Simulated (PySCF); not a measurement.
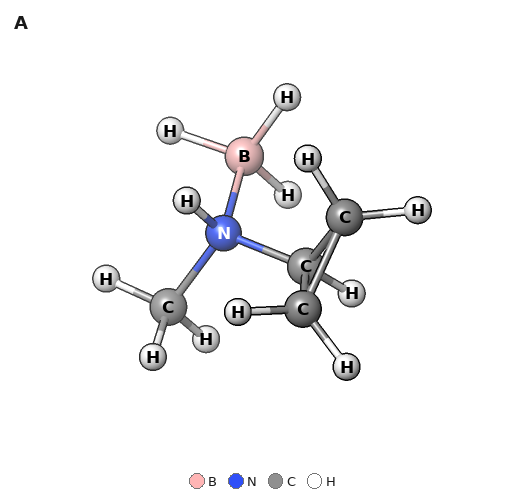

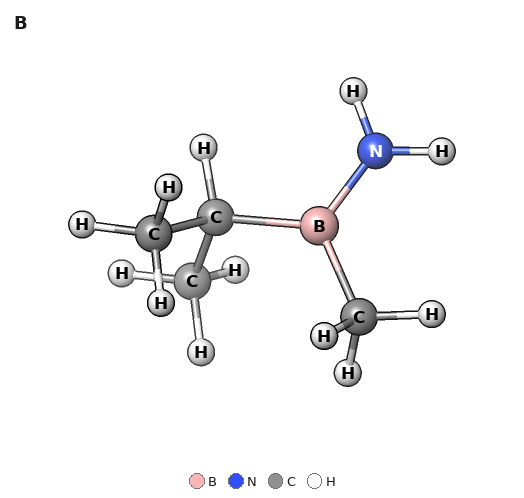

Atoms fade into the background with distance from the viewer. The geometry was computed by an optimisation with PBE0-D3(BJ)/def2-SVP. No frequency run is at hand to confirm it as a minimum.

> Are A and B the same structure? If not, how do they differ?

No. They are constitutional isomers of C4H12BN: A is [BH3-][N@@H+](C)C1CC1, B is CB(N)C(C)C
